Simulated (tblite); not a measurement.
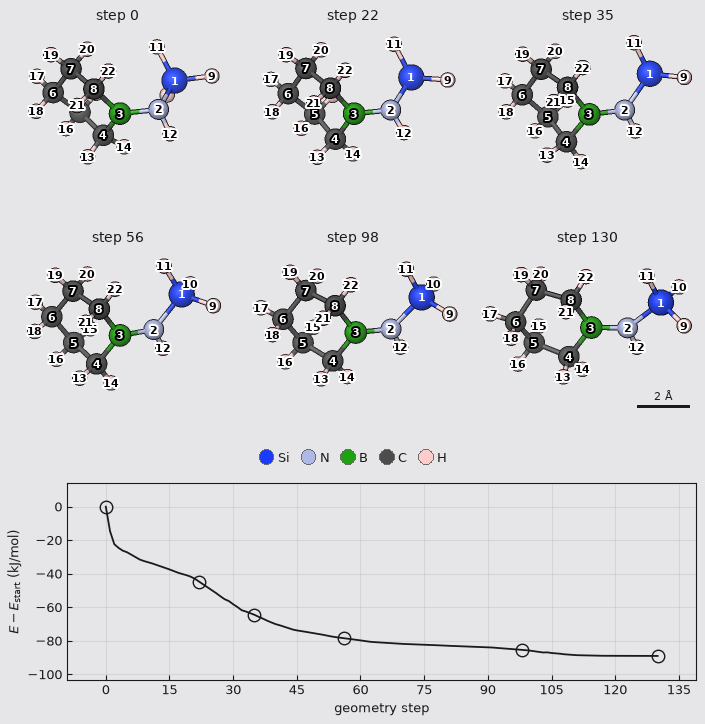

Frames of a relaxation of C5H14BNSi, marked on the history of the run. Style: ball-and-stick. Shown from a free direction.

Theory: GFN2-xTB geometry optimisation, gas phase (tblite). 

**What happens along the run?**

The atom that moves furthest after the best rigid fit is H10 (2.28 Å). Largest moves by element: H 2.28 Å, Si 1.10 Å, N 1.01 Å, C 0.84 Å, B 0.80 Å. Among the contacts that change: N2–B3 1.509 → 1.402 Å, Si1–N2 1.791 → 1.742 Å, N2–H12 1.050 → 1.013 Å, C4–H13 1.123 → 1.095 Å. Bond angles that change, for instance: Si1–N2–B3 109.6° → 134.8°, B3–N2–H12 107.7° → 113.9°, Si1–N2–H12 107.7° → 111.3°. After 130 geometry steps the energy has fallen by 89.0 kJ/mol. The run took 1.1 s on 1 thread of Intel(R) Xeon(R) Platinum 8488C (shared host). From step 0 to 22: H10 moves most (0.63 Å), energy −44.7 kJ/mol. From step 22 to 35: H12 moves most (0.74 Å), energy −19.7 kJ/mol. From step 35 to 56: H10 moves most (0.56 Å), energy −13.9 kJ/mol. From step 56 to 98: H17 moves most (0.54 Å), energy −7.03 kJ/mol. From step 98 to 130: H22 moves most (0.62 Å), energy −3.60 kJ/mol.

```tsv
step	E − E(0), kJ/mol
0	0.00
1	-14.66
2	-22.36
3	-24.58
4	-26.24
5	-27.18
6	-28.64
7	-30.11
8	-31.53
9	-32.43
10	-33.16
16	-38.38
23	-46.50
29	-56.29
35	-64.44
42	-71.53
48	-75.00
54	-77.73
61	-80.09
67	-81.40
73	-82.09
79	-82.74
86	-83.44
92	-84.15
98	-85.39
105	-87.23
111	-88.54
117	-88.89
124	-88.96
130	-88.99
```
